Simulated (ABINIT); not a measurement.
# NaCl (Fm-3m): G0W0 in ABINIT against the k mesh, part 2 of 2

How does the gap of NaCl (Fm-3m) converge in the k mesh?

ABINIT 10.8.3; PBE and many-body steps on it, plane waves. Known limits of the many-body steps: not at the basis limit; coarse k mesh.

So far. Step 4 (Empty states on the mesh, 6×6×6 mesh, 30 bands): On this mesh the gap is 5.150 eV. Step 5 (Screening, 2×2×2 mesh, 26 bands, screening to 106.1 eV): Local fields lower ε∞ by 14 %. On a Γ-centred mesh this coarse the value itself is usually too large, while a short band sum pulls it down.

The database entry behind the starting cell differs from later determinations by our own check (an axis about 0.4 % short against later determinations), so it need not match the best structure at ambient conditions.

## Step 8: 4×4×4

The self-energy is evaluated for the states that the input lists, and the levels follow from it, in one-shot runs by the linearised quasiparticle equation.

This step: G0W0 on PBE, plane waves, norm-conserving pseudopotentials.

File run.abi:

```
acell 3*1.0 Angstrom
rprim 
  0.000000000000 2.810000000000 2.810000000000
  2.810000000000 0.000000000000 2.810000000000
  2.810000000000 2.810000000000 0.000000000000
ntypat 2
znucl 11 17
natom 2
typat 1 2
xred 
  0.000000000000 0.000000000000 0.000000000000
  0.500000000000 0.500000000000 0.500000000000
pp_dirpath "pseudos"
pseudos "Na.upf, Cl.upf"
ecut 38
ngkpt 4 4 4
nshiftk 1
shiftk 0 0 0
kptopt 1
chksymbreak 0
istwfk *1
occopt 1
irdwfk 1
optdriver 4
nband 26
gwcalctyp 0
ecutsigx 38
symsigma 1
nkptgw 1
kptgw 
  0.0000000000 0.0000000000 0.0000000000
bdgw 
  6 12
ecuteps 3.9
irdscr 1
ppmodel 1
indata_prefix "in"
outdata_prefix "out"
tmpdata_prefix "tmp"
```

On the command line:

```sh
$ OMP_NUM_THREADS=1 mpirun -n 4 abinit run.abi > log
```

Numbers of over 12 decimals in the logs are rounded to 6 here.

Log:

```text
.Version 10.8.3 of ABINIT. v10.8.2 released Aug 2026.

 Symmetries : space group Fm -3 m (#225); Bravais cF (face-center cubic)
[... echo of the input left out ...]
== DATASET  1 ==================================================================
-   mpi_nproc: 4, omp_nthreads: 1 (-1 if OMP is not activated)

--- !DatasetInfo
iteration_state: {dtset: 1, }
dimensions: {natom: 2, nkpt: 8, mband: 26, nsppol: 1, nspinor: 1, nspden: 1, mpw: 3383, }
cutoff_energies: {ecut:  38.0, pawecutdg:  -1.0, }
electrons: {nelect:   1.60000000E+01, charge:   0.00000000E+00, occopt:   1.00000000E+00, tsmear:   1.00000000E-02, }

 SIGMA: Calculation of the GW corrections

 Based on a program developped by R.W. Godby, V. Olevano, G. Onida, and L. Reining.
 Incorporated in ABINIT by V. Olevano, G.-M. Rignanese, and M. Torrent.
.Using double precision arithmetic ; gwpc =  8

[... cell and pseudopotentials left out ...]
--------------------------------------------------------------------------------

 ==== K-mesh for the wavefunctions ====
 Number of points in the irreducible wedge :     8
[... list of points left out ...]
 Together with 48 symmetry operations and time-reversal symmetry
 yields    64 points in the full Brillouin Zone.

 ==== Q-mesh for screening function ====
 Number of points in the irreducible wedge :     8
[... list of points left out ...]
 Together with 48 symmetry operations and time-reversal symmetry
 yields    64 points in the full Brillouin Zone.

 vcoul_init : cutoff-mode = AUXILIARY_FUNCTION
 q-points for optical limit:   1
     1)      0.000010    0.000020    0.000030
 setmesh: FFT mesh size selected  =    45x   45x   45
          total number of points  =        91125

 Number of electrons calculated from density =   16.0000; Expected =   16.0000
[...]
number of q-points in BZ                           64
 number of frequencies for dSigma/dE                 9
 frequency step for dSigma/dE [eV]                0.25
 number of omega for Sigma on real axis              0
 max omega for Sigma on real axis  [eV]           0.00
 zcut for avoiding poles [eV]                     0.10

 EPSILON^-1 parameters (SCR file):
 dimension of the eps^-1 matrix on file            113
 dimension of the eps^-1 matrix used               113
 number of plane-waves for wavefunctions          3383
 number of bands                                    26
 number of q-points in IBZ                           8
 number of frequencies                               2
 number of real frequencies                          1
 number of imag frequencies                          1

 matrix elements of self-energy operator (all in [eV])

 Perturbative Calculation

--- !SelfEnergy_ee
iteration_state: {dtset: 1, }
kpoint     : [   0.000,    0.000,    0.000, ]
spin       : 1
KS_gap     :    5.150
QP_gap     :    7.919
Delta_QP_KS:    2.769
data: !SigmaeeData |
     Band     E0 <VxcDFT>   SigX SigC(E0)      Z dSigC/dE  Sig(E)    E-E0       E
        6  -0.539 -14.493 -18.927   2.572   0.816  -0.226 -16.012  -1.518  -2.057
        7  -0.539 -14.493 -18.927   2.572   0.816  -0.226 -16.012  -1.518  -2.057
        8  -0.539 -14.493 -18.927   2.572   0.816  -0.226 -16.012  -1.518  -2.057
        9   4.611  -8.178  -4.163  -2.574   0.869  -0.151  -6.926   1.251   5.862
       10  10.523  -8.376  -3.599  -2.528   0.864  -0.158  -6.434   1.943  12.466
       11  10.523  -8.376  -3.599  -2.528   0.864  -0.158  -6.434   1.943  12.466
       12  10.523  -8.376  -3.599  -2.528   0.864  -0.158  -6.434   1.943  12.466

== END DATASET(S) ==============================================================
================================================================================

 -outvars: echo values of variables after computation  --------
           etotal      0.0000000000E+00
            nband          26
             nkpt           8
          spgroup         225
 [... the other variables as echoed above ...]

 Calculation completed.
```

It took 6.3 s on 4 MPI ranks of Arm Neoverse N1, shared host; peak memory 0.52 GiB; 18 s of CPU time.

Numbers from this step:

| Quantity | Value |
| --- | --- |
| G0W0 gap on the points computed | 7.919 eV |
| starting gap on the mesh | 5.150 eV |
| k of the valence top | 0, 0, 0 |
| k of the conduction bottom | 0, 0, 0 |
| Z at the valence top | 0.816 |
| Z at the conduction bottom | 0.869 |
| least direct G0W0 gap on the computed points | 7.919 eV |

The gap on the mesh goes from 5.15 eV to 7.92 eV, a correction of +2.77 eV.

## Step 9: Screening, 6×6×6 mesh, 26 bands, screening to 106.1 eV

This step: RPA screening on PBE, plane waves, norm-conserving pseudopotentials.

Edit run.abi of step 8 so:

```diff
@@ -15,3 +15,3 @@
 ecut 38
-ngkpt 4 4 4
+ngkpt 6 6 6
 nshiftk 1
@@ -23,15 +23,8 @@
 irdwfk 1
-optdriver 4
+optdriver 3
 nband 26
-gwcalctyp 0
-ecutsigx 38
-symsigma 1
-nkptgw 1
-kptgw 
-  0.0000000000 0.0000000000 0.0000000000
-bdgw 
-  6 12
 ecuteps 3.9
-irdscr 1
-ppmodel 1
+inclvkb 2
+awtr 1
+symchi 1
 indata_prefix "in"
```

Log:

```text
.Version 10.8.3 of ABINIT. v10.8.2 released Aug 2026.

 Symmetries : space group Fm -3 m (#225); Bravais cF (face-center cubic)
[... echo of the input left out ...]
== DATASET  1 ==================================================================
-   mpi_nproc: 4, omp_nthreads: 1 (-1 if OMP is not activated)

--- !DatasetInfo
iteration_state: {dtset: 1, }
dimensions: {natom: 2, nkpt: 16, mband: 26, nsppol: 1, nspinor: 1, nspden: 1, mpw: 3383, }
cutoff_energies: {ecut:  38.0, pawecutdg:  -1.0, }
[...]
--------------------------------------------------------------------------------
[... chi0 elements left out ...]
 For q-point:  0.000010 0.000020 0.000030
  dielectric constant =   2.3203
  dielectric constant without local fields =   2.7373

  Average fulfillment of the sum rule on Im[epsilon] for q-point    1 :     25.97  [%]
[... wings left out ...]
  q-point number  2        q = ( 0.166667, 0.000000, 0.000000) [r.l.u.]
--------------------------------------------------------------------------------
[... chi0 elements left out ...]
  Average fulfillment of the sum rule on Im[epsilon] for q-point    2 :     45.92  [%]

 [... 14 further q-points ...]
```

Elapsed: 83 s, on 4 MPI ranks; peak memory 0.66 GiB.

Numbers from this step:

```yaml
eps_infinity_with_local_fields_on_this_mesh_along_the_program_s_q_direction: 2.320
the_same_without_local_fields: 2.737
plasma_frequency: 22.30 eV
plane_waves_in_the_screening_matrix: 113
```

## Step 10: 6×6×6

This step: G0W0 on PBE, plane waves, norm-conserving pseudopotentials.

Edit run.abi of step 9 so:

```diff
@@ -23,8 +23,15 @@
 irdwfk 1
-optdriver 3
+optdriver 4
 nband 26
+gwcalctyp 0
+ecutsigx 38
+symsigma 1
+nkptgw 1
+kptgw 
+  0.0000000000 0.0000000000 0.0000000000
+bdgw 
+  6 12
 ecuteps 3.9
-inclvkb 2
-awtr 1
-symchi 1
+irdscr 1
+ppmodel 1
 indata_prefix "in"
```

Log:

```text
.Version 10.8.3 of ABINIT. v10.8.2 released Aug 2026.

 Symmetries : space group Fm -3 m (#225); Bravais cF (face-center cubic)
[... echo of the input left out ...]
== DATASET  1 ==================================================================
-   mpi_nproc: 4, omp_nthreads: 1 (-1 if OMP is not activated)

--- !DatasetInfo
iteration_state: {dtset: 1, }
dimensions: {natom: 2, nkpt: 16, mband: 26, nsppol: 1, nspinor: 1, nspden: 1, mpw: 3383, }
cutoff_energies: {ecut:  38.0, pawecutdg:  -1.0, }
[...]
10  10.523  -8.377  -3.612  -2.536   0.864  -0.158  -6.452   1.925  12.449
       11  10.523  -8.377  -3.612  -2.536   0.864  -0.158  -6.452   1.925  12.449
       12  10.523  -8.377  -3.612  -2.536   0.864  -0.158  -6.452   1.925  12.449

== END DATASET(S) ==============================================================
================================================================================

 -outvars: echo values of variables after computation  --------
           etotal      0.0000000000E+00
            nband          26
             nkpt          16
          spgroup         225
 [... the other variables as echoed above ...]

 Calculation completed.
```

The job ended after 7.6 s (4 MPI ranks; peak memory 0.65 GiB).

Numbers from this step:

| Quantity | Value |
| --- | --- |
| G0W0 gap on the points computed | 7.924 eV |
| starting gap on the mesh | 5.150 eV |
| k of the valence top | 0, 0, 0 |
| k of the conduction bottom | 0, 0, 0 |
| least direct G0W0 gap on the computed points | 7.924 eV |

Against the run before, the gap moves by +0.005 eV.

## Step 11: The runs together

Times are wall times on 4 MPI ranks of Arm Neoverse N1, shared host. The host was busy with other work, so they are no guide to cost. A run's time includes the screening step that it read.

```csv
run,mesh,bands,screening cutoff (eV),DFT gap (eV),gap on the mesh (eV),direct (eV),ε∞ used,time
2×2×2,2×2×2,26,106.1,5.150,7.603,7.603,3.02,11 s
4×4×4,4×4×4,26,106.1,5.150,7.919,7.919,2.35,22 s
6×6×6,6×6×6,26,106.1,5.150,7.924,7.924,2.32,90 s
```

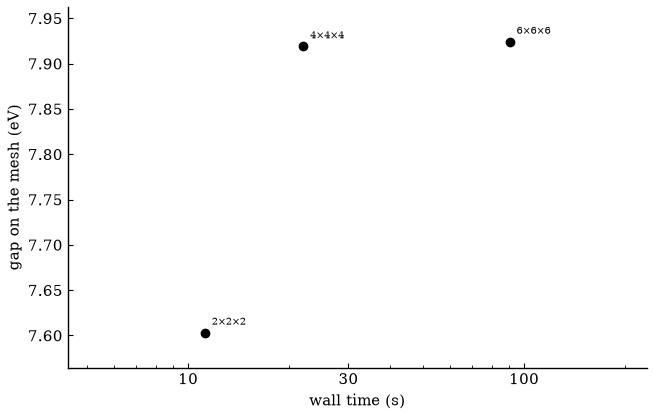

Result against wall time.

## Step 12: Outcome

```yaml
2x2x2: 7.603 eV
4x4x4: 7.919 eV
6x6x6: 7.924 eV
known_limits: not at the basis limit; coarse k mesh
```

**Reading.** The setting moved: k mesh. From 2×2×2 to 6×6×6 the gap moves by +0.32 eV, for 8.1 times the time. It holds to 0.03 eV from 4×4×4 on. Bands and screening cutoff are coupled, so a series along one setting does not show full convergence. Bands and cutoff are finite, so the gap is not at the basis limit. The miss can reach some tenths of an eV and take either sign; the mesh is an error of its own. In the G0W0 runs levels were corrected at 1 k point alone, so a gap called «on the mesh» is the least over those, and an edge elsewhere would be missed. The 2×2×2 mesh is coarse for this cell, which bears on the long-range parts of exchange and screening.

[Paths, hosts, dates, memory and timing lines, banners, echoed tables and standing remarks are left out of the program output.]

[Logs are printed without paths, hosts, clocks, repeated set-up lines and the standing remarks that a program may print on its own settings, such as how far it seeks lower states.]

[Runs of the session that timed out or met a known fault of the program may be left out.]

[Hosts, paths, dates, database ids (printed as entryN), source tags and the programs' standing remarks are cut or masked in the printed files.]

[G0W0 gaps are taken among the corrected bands and points alone; a level outside them can change the order at an edge.]

[Where Ansatz stands beside ABINIT at settings called matched, ABINIT's density can come from a denser mesh and the files from another edition; pairs whose starting gaps differed by over 0.03 eV were left out, so agreement reads better than it is.]
